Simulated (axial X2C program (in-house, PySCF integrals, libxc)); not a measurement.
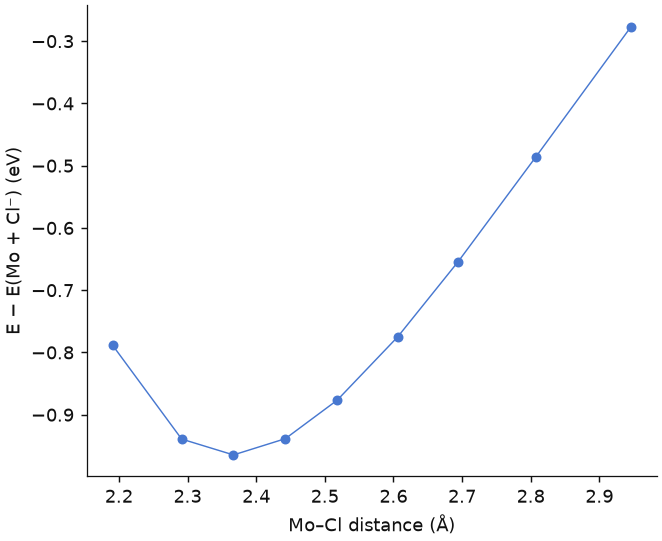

**Figure 1.** Energy at 9 bond lengths, for one set of occupations held fixed; the line joins the points. A polynomial of degree 6 through 8 points gives rₑ = 2.362 Å, ωₑ = 311.1 cm⁻¹, ωₑxₑ = 1.6 cm⁻¹ and Bₑ = 0.1173 cm⁻¹. The minimum lies 0.96 eV below Mo + Cl⁻, each computed as one determinant at the same level.

**Relativistic diatomic calculation, with input and output: MoCl⁻**

System: MoCl⁻, single determinant with Ω = 2 (not the lowest found).
Method: PBE0, two-component X2C with atomic mean-field Coulomb and Gaunt terms, Mo dyall-acv3z, Cl dyall-av3z (cores contracted) (axial X2C program (in-house, PySCF integrals, libxc)).

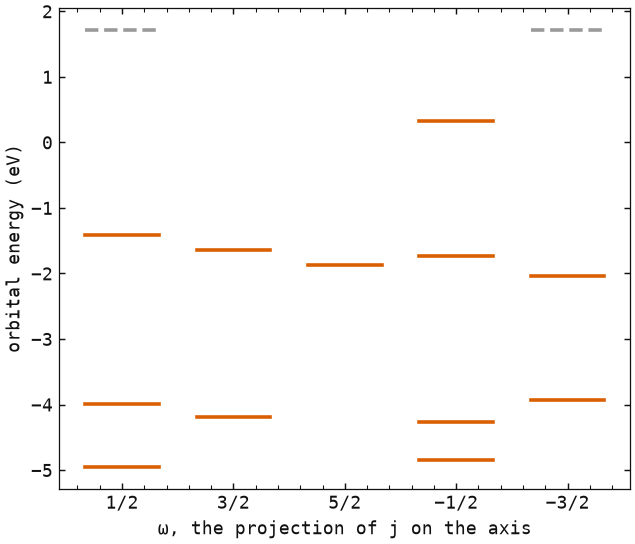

**Figure 2.** Orbital energies near the frontier at 2.52 Å, filled (solid) and empty (dashed). The highest filled spinor (−1/2; 69 % Mo s, 24 % Mo p) lies at 0.32 eV, the lowest empty one (1/2; 99 % Mo p) at 1.72 eV. A filled level above zero is held only by the finite basis .

Input and output of the run follow.

Input:
```
{"zs": [42, 17], "q": -1, "bas": ["dyall-acv3z", "dyall-av3z"], "levels": ["PBE0", "HF", "r2SCAN"], "cc": true, "r0": 2.37, "thr": -1.0, "nmax": 90, "npts": 10, "nst": 2, "ntry": 6}
```

The line is the task of a batch: nuclear charges, charge, bases, the levels to run, a first guess of the distance and further settings. This report covers PBE0 with spin-orbit coupling. The log is that of the reference distance 2.518 Å, started from orbitals converged before.

The run was one of a batch that the task file lists, launched with:
```bash
python <driver script> task.json out
```

Output:
```
two-component X2C + atomic mean field  PBE0
basis functions 225  fitting functions 1040  grid points 5081
iter        total energy     max residual
   1      -4508.011204015     7.51e-06
   2      -4508.011204018     8.50e-06
   3      -4508.011204021     2.77e-06
   4      -4508.011204021     1.65e-06
converged
one-electron -6527.76031506  Coulomb 2024.52446338  exact exchange -37.59468491  xc functional -115.25897812  nuclear repulsion 150.05263248  atomic mean-field constant -1.97432180
```

The points of the curve:

| R (Å) | E (hartree) | dipole (D; origin at the first atom, positive when the second is positive) | highest filled (eV) | lowest empty (eV) |
| --- | --- | --- | --- | --- |
| 2.191 | −4508.007955 | 0.52 | 0.51 | 1.68 |
| 2.291 | −4508.013499 | −0.01 | 0.45 | 1.69 |
| 2.367 | −4508.014435 | −0.47 | 0.41 | 1.70 |
| 2.442 | −4508.013476 | −0.98 | 0.37 | 1.71 |
| 2.518 | −4508.011204 | −1.52 | 0.32 | 1.72 |
| 2.606 | −4508.007469 | −2.18 | 0.27 | 1.68 |
| 2.694 | −4508.003023 | −2.85 | 0.21 | 1.58 |
| 2.808 | −4507.996835 | −3.73 | 0.13 | 1.45 |
| 2.946 | −4507.989161 | −4.80 | 0.04 | 1.29 |

Results in brief:

| quantity | value |
| --- | --- |
| outcome | converged; a filled level lies above zero |
| bond length rₑ | 2.362 Å |
| ωₑ | 311.1 cm⁻¹ |
| energy at the minimum | −4508.01444 hartree |
| depth below the fragments | 0.96 eV |
| hardware | 1 thread of Arm Neoverse V1, 24 GiB of memory available, shared host |
| wall time | 11 s |
| peak memory | 0.96 GiB |

Notes:

The highest filled level (PBE0, up to 0.51 eV) lies above zero. That is common for anions, where the functional's self-interaction leaves the outer electrons unbound; only the finite basis holds them, so such levels depend on it. Caveats: 9 of the 10 points asked for were kept.
